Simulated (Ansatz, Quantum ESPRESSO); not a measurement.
# LiIn (Fd-3m): zone-centre phonons, part 2 of 3

Wanted: the vibrations of LiIn (Fd-3m) at Γ, by two programs.

Quantum ESPRESSO 7.5; DFT LDA, scalar-relativistic, plane waves, JTH PAW pseudopotentials.

So far. Step 2 (A probe with smearing): No gap opens on this mesh, so smearing is kept; the start stands at -2.5 GPa. Step 4 (Self-consistent run for the response): The cell stands at 0.16 GPa, close enough for phonons. The relaxed cell has a = 6.643 Å (conventional setting).

The database entry behind the starting cell is an old determination (1933), so it need not match the best structure at ambient conditions.

## (5) Linear response at Γ

At q = 0 one unit cell holds all displacements; symmetry groups them into irreducible representations that are solved one by one. With smeared occupations no response to a homogeneous field can be asked.

Input file ph.in:

```
phonons
 &inputph
    prefix='x',
    outdir='./tmp',
    fildyn='g.dyn',
    tr2_ph=1.0d-18,
    alpha_mix(1)=0.4,
    nmix_ph=8,
 /
0.000000000 0.000000000 0.000000000
```

Command:

```console
$ OMP_NUM_THREADS=1 mpirun -n 8 ph.x -nk 8 -in ph.in > ph.out
```

Log:

```text
[banners, grids, parts of the stress and lines that vanish by symmetry left out]
[banner, memory and clock lines left out]
Program PHONON v.7.5

     ./tmp/x.save/

     file Li.upf: wavefunction(s)  1S 2S 0S 2P 0P renormalized
     file In.upf: wavefunction(s)  0S 5P 0P 4D 0D renormalized

     IMPORTANT: XC functional enforced from input :
     Exchange-correlation= PW
                           (   1   4   0   0   0   0   0)
     Any further DFT definition will be discarded
     Please, verify this is what you really want

     G-vector sticks info

     Check: negative core charge=   -0.000002
     Reading collected, re-writing distributed wavefunctions in ./tmp/

     Number and degeneracy of irreps per q-point
       N         xq(1)         xq(2)         xq(3)   N irreps
       1   0.000000000   0.000000000   0.000000000       4
        3   3   3   3

     Calculation of q =    0.0000000   0.0000000   0.0000000

     phonons

     bravais-lattice index     =            0
     lattice parameter (alat)  =       8.8770  a.u.
     unit-cell volume          =     494.6389 (a.u.)^3
     number of atoms/cell      =            4
     number of atomic types    =            2
     kinetic-energy cut-off    =      50.0000  Ry
     charge density cut-off    =     250.0000  Ry
     convergence threshold     =      1.0E-18
     beta                      =       0.4000
     number of iterations used =            8
     Exchange-correlation= PW
                           (   1   4   0   0   0   0   0)

     celldm(1)=    8.87703  celldm(2)=    0.00000  celldm(3)=    0.00000
     celldm(4)=    0.00000  celldm(5)=    0.00000  celldm(6)=    0.00000

     crystal axes: (cart. coord. in units of alat)
               a(1) = ( -0.7071  0.0000  0.7071 )
               a(2) = (  0.0000  0.7071  0.7071 )
               a(3) = ( -0.7071  0.7071  0.0000 )

     reciprocal axes: (cart. coord. in units 2 pi/alat)
               b(1) = ( -0.7071 -0.7071  0.7071 )
               b(2) = (  0.7071  0.7071  0.7071 )
               b(3) = ( -0.7071  0.7071 -0.7071 )

     Atoms inside the unit cell:

     Cartesian axes

     site n.  atom      mass           positions (alat units)
        1  Li      6.9400   tau(    1) = (    0.00000    0.00000    0.00000  )
        2  Li      6.9400   tau(    2) = (   -1.06066    1.06066    1.06066  )
        3  In    114.8180   tau(    3) = (   -0.70711    0.70711    0.70711  )
        4  In    114.8180   tau(    4) = (   -0.35355    0.35355    0.35355  )

     Computing dynamical matrix for
                    q = (   0.0000000   0.0000000   0.0000000 )

     49 Sym.Ops. (with q -> -q+G )

     G cutoff =  499.0175  (  33079 G-vectors)     FFT grid: ( 48, 48, 48)
     G cutoff =  399.2140  (  23505 G-vectors)  smooth grid: ( 40, 40, 40)

     number of k points=    29  Marzari-Vanderbilt smearing, width (Ry)=  0.0200
                       cart. coord. in units 2pi/alat
        k(    1) = (   0.0000000   0.0000000   0.0000000), wk =   0.0039062
        k(    2) = (  -0.0883883   0.0883883  -0.0883883), wk =   0.0312500
        k(    3) = (  -0.1767767   0.1767767  -0.1767767), wk =   0.0312500
        [... further k-points left out ...]

     PseudoPot. # 1 for Li read from file:
     ./pseudo/Li.upf
     Pseudo is Projector augmented-wave + core cor, Zval =  3.0
     Shape of augmentation charge: BESSEL
     Using radial grid of  865 points,  5 beta functions with:
                l(1) =   0
                l(2) =   0
                l(3) =   0
                l(4) =   1
                l(5) =   1
     Q(r) pseudized with 0 coefficients

     PseudoPot. # 2 for In read from file:
     ./pseudo/In.upf
     Pseudo is Projector augmented-wave + core cor, Zval = 13.0
     Shape of augmentation charge: BESSEL
     Using radial grid of 1088 points,  6 beta functions with:
                l(1) =   0
                l(2) =   0
                l(3) =   1
                l(4) =   1
                l(5) =   2
                l(6) =   2
     Q(r) pseudized with 0 coefficients

     Mode symmetry, O_h (m-3m)  point group:

     Atomic displacements:
     There are    4 irreducible representations

     Representation     1      3 modes -  To be done

     Representation     2      3 modes -  To be done

     Representation     3      3 modes -  To be done

     Representation     4      3 modes -  To be done

     Alpha used in Ewald sum =   2.4000

     Representation #   1 modes #   1   2   3

     Self-consistent Calculation
      thresh= 1.000E-02 alpha_mix =  0.400 |ddv_scf|^2 =  3.933E-08
      thresh= 1.983E-05 alpha_mix =  0.400 |ddv_scf|^2 =  7.266E-09
      thresh= 8.524E-06 alpha_mix =  0.400 |ddv_scf|^2 =  1.721E-10
      thresh= 1.312E-06 alpha_mix =  0.400 |ddv_scf|^2 =  7.586E-12
      thresh= 2.754E-07 alpha_mix =  0.400 |ddv_scf|^2 =  2.476E-13
      thresh= 4.976E-08 alpha_mix =  0.400 |ddv_scf|^2 =  2.384E-14
      thresh= 1.544E-08 alpha_mix =  0.400 |ddv_scf|^2 =  3.358E-16
      thresh= 1.832E-09 alpha_mix =  0.400 |ddv_scf|^2 =  1.489E-18
      thresh= 1.220E-10 alpha_mix =  0.400 |ddv_scf|^2 =  4.474E-19

     End of self-consistent calculation

     Convergence has been achieved

     Representation #   2 modes #   4   5   6

     Self-consistent Calculation
      thresh= 1.000E-02 alpha_mix =  0.400 |ddv_scf|^2 =  1.374E-06
      thresh= 1.172E-04 alpha_mix =  0.400 |ddv_scf|^2 =  7.568E-08
      thresh= 2.751E-05 alpha_mix =  0.400 |ddv_scf|^2 =  3.872E-09
      thresh= 6.223E-06 alpha_mix =  0.400 |ddv_scf|^2 =  3.038E-11
      thresh= 5.512E-07 alpha_mix =  0.400 |ddv_scf|^2 =  1.239E-12
[...]
End of self-consistent calculation

     Convergence has been achieved

     Representation #   3 modes #   7   8   9

     Self-consistent Calculation
[...]
End of self-consistent calculation

     Convergence has been achieved

     Representation #   4 modes #  10  11  12

     Self-consistent Calculation
[...]
thresh= 7.173E-06 alpha_mix =  0.400 |ddv_scf|^2 =  4.151E-10
      thresh= 2.037E-06 alpha_mix =  0.400 |ddv_scf|^2 =  5.125E-12
      thresh= 2.264E-07 alpha_mix =  0.400 |ddv_scf|^2 =  1.116E-13
      thresh= 3.340E-08 alpha_mix =  0.400 |ddv_scf|^2 =  1.672E-14
      thresh= 1.293E-08 alpha_mix =  0.400 |ddv_scf|^2 =  3.928E-17
      thresh= 6.267E-10 alpha_mix =  0.400 |ddv_scf|^2 =  2.959E-18
      thresh= 1.720E-10 alpha_mix =  0.400 |ddv_scf|^2 =  6.667E-20

     End of self-consistent calculation

     Convergence has been achieved

     Number of q in the star =    1
     List of q in the star:
          1   0.000000000   0.000000000   0.000000000

     Diagonalizing the dynamical matrix

     q = (    0.000000000   0.000000000   0.000000000 )

 **************************************************************************
     freq (    1) =      -0.035275 [THz] =      -1.176635 [cm-1]
     freq (    2) =      -0.035275 [THz] =      -1.176635 [cm-1]
     freq (    3) =      -0.035275 [THz] =      -1.176635 [cm-1]
     freq (    4) =       4.209169 [THz] =     140.402766 [cm-1]
     freq (    5) =       4.209169 [THz] =     140.402766 [cm-1]
     freq (    6) =       4.209169 [THz] =     140.402766 [cm-1]
     freq (    7) =       6.026906 [THz] =     201.035961 [cm-1]
     freq (    8) =       6.026906 [THz] =     201.035961 [cm-1]
     freq (    9) =       6.026906 [THz] =     201.035961 [cm-1]
     freq (   10) =       8.726733 [THz] =     291.092486 [cm-1]
     freq (   11) =       8.726733 [THz] =     291.092486 [cm-1]
     freq (   12) =       8.726733 [THz] =     291.092486 [cm-1]
 **************************************************************************

     Mode symmetry, O_h (m-3m)  point group:

     freq (   1-   3) =         -1.2  [cm-1]   --> T_1u G_15  G_4- I
     freq (   4-   6) =        140.4  [cm-1]   --> T_2g G_25' G_5+ R
     freq (   7-   9) =        201.0  [cm-1]   --> T_1u G_15  G_4- I
     freq (  10-  12) =        291.1  [cm-1]   --> T_2g G_25' G_5+ R
```

Run time: 2.8 min. Hardware: 8 MPI ranks of Arm Neoverse V2, shared host.

This step gave:

```
largest acoustic frequency at the zone centre before the sum rule : -1.18 cm⁻¹
highest optical zone-centre mode (no LO-TO term)                  : 291.1 cm⁻¹
lowest optical zone-centre mode                                   : 140.4 cm⁻¹
```

The acoustic modes at Γ come out as far as 1.2 cm⁻¹ from zero, where they should vanish, a small numerical error.

## (6) Modes with the sum rule

A rigid shift of the crystal must cost nothing, but grids and finite bases break this; the acoustic sum rule is imposed before the matrix is diagonalised again.

Input file dynmat.in:

```
 &input
    fildyn='g.dyn',
    asr='simple',
    fileig='dynmat.eig',
 /
```

Command:

```console
$ dynmat.x -in dynmat.in > dynmat.out
```

Log:

```text
[banner, memory and clock lines left out]
Program DYNMAT v.7.5

     Reading Dynamical Matrix from file g.dyn
     ...Force constants read
     ...epsilon and Z* not read (not found on file)
     A direction for q was not specified:TO-LO splitting will be absent

     Polarizability (A^3 units)
     multiply by 1.000000 for Clausius-Mossotti correction
         0.000000    0.000000    0.000000
         0.000000    0.000000    0.000000
         0.000000    0.000000    0.000000

     IR activities are in (D/A)^2/amu units

# mode   [cm-1]    [THz]      IR
    1     -0.00   -0.0000    0.0000
    2     -0.00   -0.0000    0.0000
    3     -0.00   -0.0000    0.0000
    4    140.41    4.2094    0.0000
    5    140.41    4.2094    0.0000
    6    140.41    4.2094    0.0000
    7    201.01    6.0263    0.0000
    8    201.01    6.0263    0.0000
    9    201.01    6.0263    0.0000
   10    291.08    8.7263    0.0000
   11    291.08    8.7263    0.0000
   12    291.08    8.7263    0.0000

[end of the log left out, with the tail of the file of modes that dynmat.x writes under the same name]
```

The job ended after 0.47 s (1 thread).

Unit eigenvectors of the mass-weighted matrix after the sum rule; no LO-TO term. Modes at Γ, with each element's share of the kinetic energy:

```csv
mode,frequency (cm⁻¹),symmetry,Li %,In %
1,0.0,acoustic,6,94
2,0.0,acoustic,6,94
3,0.0,acoustic,6,94
4,140.4,T2g,1,99
5,140.4,T2g,1,99
6,140.4,T2g,1,99
7,201.0,T1u,94,6
8,201.0,T1u,94,6
9,201.0,T1u,94,6
10,291.1,T2g,99,1
11,291.1,T2g,99,1
12,291.1,T2g,99,1
```

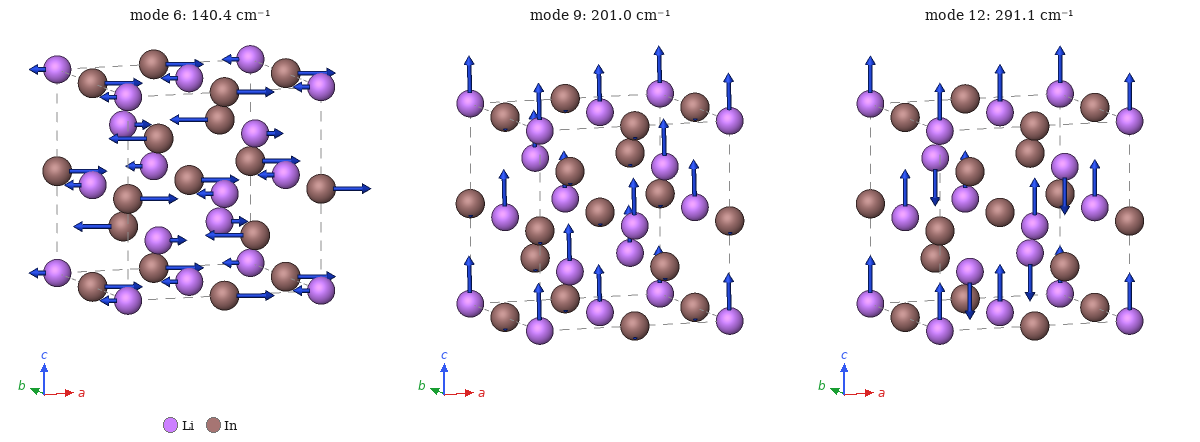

Displacement patterns of modes 6, 9 and 12 at Γ; arrows are exaggerated. Some periodic images of atoms are drawn too.

The rule moves no optical mode by more than 0.1 cm⁻¹.

## (7) Sum rules set otherwise: a sum rule for molecules or wires on a crystal

This rule also removes rotations, which suits molecules and not a crystal; it is tried to see the harm.

Input file dynmat.in:

```
 &input
    fildyn='g.dyn',
    asr='zero-dim',
    fileig='dynmat.eig',
 /
```

Command:

```console
$ dynmat.x -in dynmat.in > dynmat.out
```

Log:

```text
[banner, memory and clock lines left out]
Program DYNMAT v.7.5

     Reading Dynamical Matrix from file g.dyn
     ...Force constants read
     ...epsilon and Z* not read (not found on file)
     Acoustic Sum Rule: || Z*(ASR) - Z*(orig)|| =    0.000000E+00
     Acoustic Sum Rule: ||dyn(ASR) - dyn(orig)||=    8.827428E-02
     A direction for q was not specified:TO-LO splitting will be absent

     Polarizability (A^3 units)
     multiply by 1.000000 for Clausius-Mossotti correction
         0.000000    0.000000    0.000000
         0.000000    0.000000    0.000000
         0.000000    0.000000    0.000000

     IR activities are in (D/A)^2/amu units

# mode   [cm-1]    [THz]      IR
    1     -0.00   -0.0000    0.0000
    2     -0.00   -0.0000    0.0000
    3      0.00    0.0000    0.0000
    4      0.00    0.0000    0.0000
    5      0.00    0.0000    0.0000
    6    140.40    4.2092    0.0000
    7    201.00    6.0258    0.0000
    8    201.00    6.0258    0.0000
    9    201.00    6.0258    0.0000
   10    226.23    6.7822    0.0000
   11    226.23    6.7822    0.0000
   12    291.09    8.7267    0.0000

[end of the log left out, with the tail of the file of modes that dynmat.x writes under the same name]
```

The job ended after 0.47 s (1 thread).

The run ended normally, but on settings that are not sound.

The fault: a sum rule for molecules or wires on a crystal; 2 optical modes are projected out to zero frequency, as if they were rotations.

For a crystal the rule has to be 'simple' or 'crystal'.

Zone-centre frequencies as printed; negative means imaginary. Modes:

```csv
mode,frequency (cm⁻¹)
1,0
2,0
3,0
4,0
5,0
6,140.4
7,201
8,201
9,201
10,226.2
11,226.2
12,291.1
```

## (8) Sum rules set otherwise (asr no)

Without the rule the raw error of the acoustic modes shows.

Input file dynmat.in:

```
 &input
    fildyn='g.dyn',
    asr='no',
    fileig='dynmat.eig',
 /
```

Command:

```console
$ dynmat.x -in dynmat.in > dynmat.out
```

Log:

```text
[banner, memory and clock lines left out]
Program DYNMAT v.7.5

     Reading Dynamical Matrix from file g.dyn
     ...Force constants read
     ...epsilon and Z* not read (not found on file)
     A direction for q was not specified:TO-LO splitting will be absent

     Polarizability (A^3 units)
     multiply by 1.000000 for Clausius-Mossotti correction
         0.000000    0.000000    0.000000
         0.000000    0.000000    0.000000
         0.000000    0.000000    0.000000

     IR activities are in (D/A)^2/amu units

# mode   [cm-1]    [THz]      IR
    1     -1.18   -0.0353    0.0000
    2     -1.18   -0.0353    0.0000
    3     -1.18   -0.0353    0.0000
    4    140.40    4.2092    0.0000
    5    140.40    4.2092    0.0000
    6    140.40    4.2092    0.0000
    7    201.04    6.0269    0.0000
    8    201.04    6.0269    0.0000
    9    201.04    6.0269    0.0000
   10    291.09    8.7267    0.0000
   11    291.09    8.7267    0.0000
   12    291.09    8.7267    0.0000

[end of the log left out, with the tail of the file of modes that dynmat.x writes under the same name]
```

It took 0.47 s on 1 thread.

Zone-centre frequencies as printed; negative means imaginary. Modes:

```csv
mode,frequency (cm⁻¹)
1,-1.18
2,-1.18
3,-1.18
4,140.4
5,140.4
6,140.4
7,201
8,201
9,201
10,291.1
11,291.1
12,291.1
```

Against the first rule no mode moves by more than 1.2 cm⁻¹.

(Continued in part 3 of 3.)

[Host names and launcher messages were left out of these logs when they were recorded.]

[Logs are printed without paths, hosts, clocks, repeated set-up lines and the standing remarks that a program may print on its own settings, such as how far it seeks lower states.]

[Hosts, paths, dates, database ids (printed as entryN), source tags and the programs' standing remarks are cut or masked in the printed files.]
